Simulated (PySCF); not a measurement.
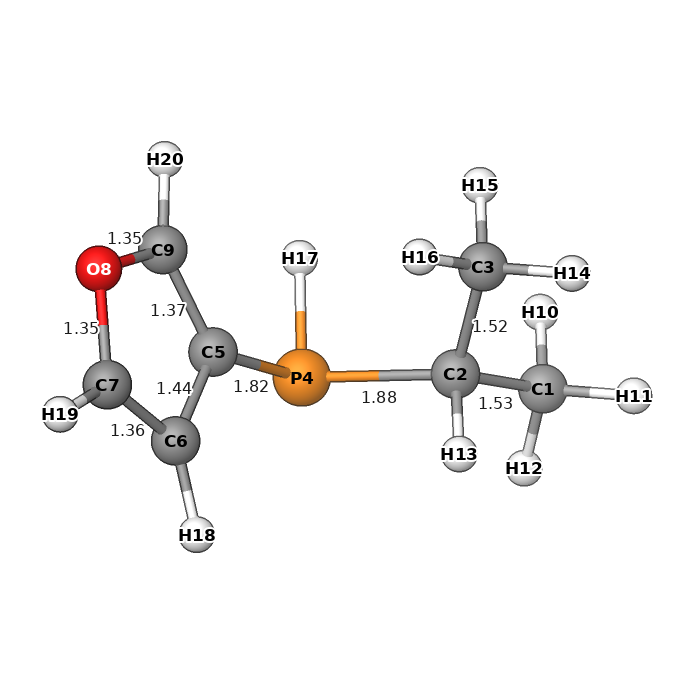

Bond lengths are marked in Å; every bond is drawn as one stick. The geometry was computed by an optimisation with PBE0-D3(BJ)/def2-SVP. No frequency run is at hand to confirm it as a minimum.

### Assign a bond order to each marked bond.

C1–C2 single; C2–C3 single; C2–P4 single; P4–C5 single; C5–C6 aromatic; C5–C9 aromatic; C6–C7 aromatic; C7–O8 aromatic; O8–C9 aromatic.

### Write the SMILES.

CC(C)Pc1ccoc1
